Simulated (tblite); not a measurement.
Polarizability calculation, with input and output: GeBH$_{5}$O

- system: GeBH$_{5}$O
- method: GFN2-xTB, R-SCC (tblite 0.8.0)

The geometry comes from this level: GFN2-xTB.

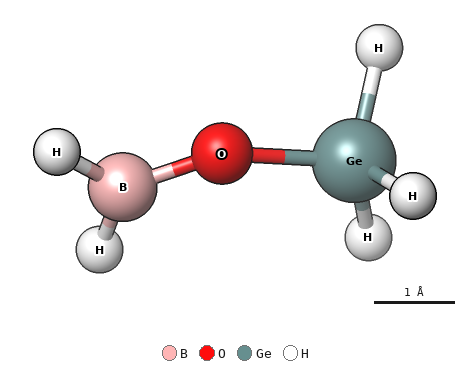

The input geometry (ball-and-stick view, seen at a tilt). Sticks mark near contacts.

**Input (job.py)**
```python
# GFN2-xTB finite-field polarizability
import json
import numpy as np
from tblite.interface import Calculator
from tblite.library import ffi
from tblite.interface import symbols_to_numbers

symbols = list(map(str, np.loadtxt("molecule.xyz", skiprows=2, usecols=0, dtype=str, ndmin=1)))
numbers = np.array(symbols_to_numbers(symbols))
positions = np.loadtxt("molecule.xyz", skiprows=2, usecols=(1, 2, 3), ndmin=2) / 0.5291772

def dipole(field):
    tb = Calculator("GFN2-xTB", numbers, positions, charge=0, uhf=0)
    tb.set("verbosity", 0)
    tb.set("accuracy", 0.01)
    tb.add("electric-field", ffi.new("double[3]", list(field)))
    return tb.singlepoint()

F = 0.001  # field step, atomic units
res = dipole([0.0, 0.0, 0.0])
alpha = np.array([(dipole(F * v).get('dipole') - dipole(-F * v).get('dipole')) / (2 * F) for v in np.eye(3)])
print(f"E = {res.get('energy'):.8f} Eh")
print("polarizability tensor (bohr^3)")
for row in alpha:
    print("".join(f"{v:12.4f}" for v in row))
w = np.linalg.eigvalsh((alpha + alpha.T) / 2)
print("principal values", np.round(w, 3), " isotropic %.3f" % w.mean())
out = {k: np.asarray(res.get(k)).tolist() for k in ("energy", "gradient", "charges", "dipole", "orbital-energies", "orbital-occupations")}
out.update(symbols=symbols, positions=(positions * 0.529177210903).tolist(), alpha=alpha.tolist())
json.dump(out, open("results.json", "w"))
```

**File molecule.xyz**
```
8

B     -0.734540     0.956340    -1.113080
O      0.187670     0.475350    -0.293590
Ge     0.599080    -0.740250     0.877150
H     -1.803430     0.467390    -1.213690
H     -0.445450     1.903640    -1.750480
H      0.955950     0.056030     2.093950
H      1.780210    -1.426960     0.264270
H     -0.539480    -1.691550     1.135470
```

Launched with:
```bash
python job.py
```

**Log**
```
E = -9.83007765 Eh
polarizability tensor (bohr^3)
     36.9625     -3.7823      4.4607
     -3.7824     38.3160     -5.3154
      4.4606     -5.3157     40.2970
principal values [33.796 33.925 47.854]  isotropic 38.525
```

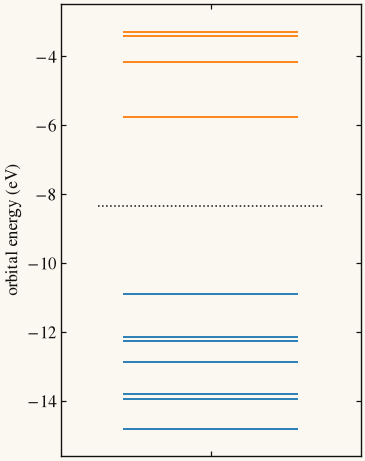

Orbital energies near the frontier; the dotted line parts filled from empty levels, and levels within 0.02 eV of each other stand side by side. Highest filled −10.91 eV, lowest empty −5.76 eV, 5.15 eV apart.

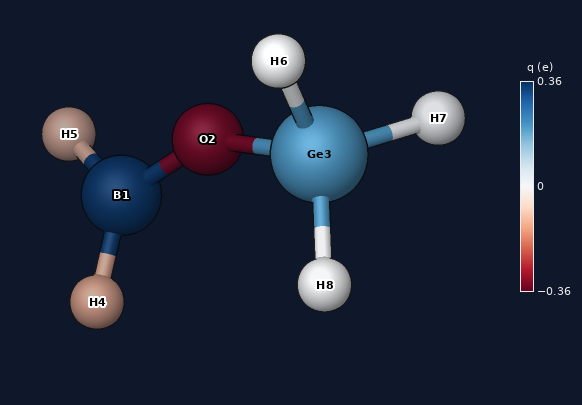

Mulliken charges, as the colour of each atom (ball-and-stick view, seen at a tilt; atoms are numbered from 1 in the order of the input). By element: B +0.34, O −0.34, Ge +0.20 and H −0.12 to +0.01 e.

**Results in brief**

| quantity | value |
| --- | --- |
| outcome | converged |
| total energy | −9.830078 hartree |
| basis functions | 22 |
| largest force | 0.008 eV/Å |
| HOMO | −10.91 eV |
| LUMO | −5.76 eV |
| dipole moment | 1.49 D |
| hardware | 1 thread of Intel Xeon @ 2.70GHz, 189 GiB of memory available, shared host |
| peak memory | 0.068 GiB |
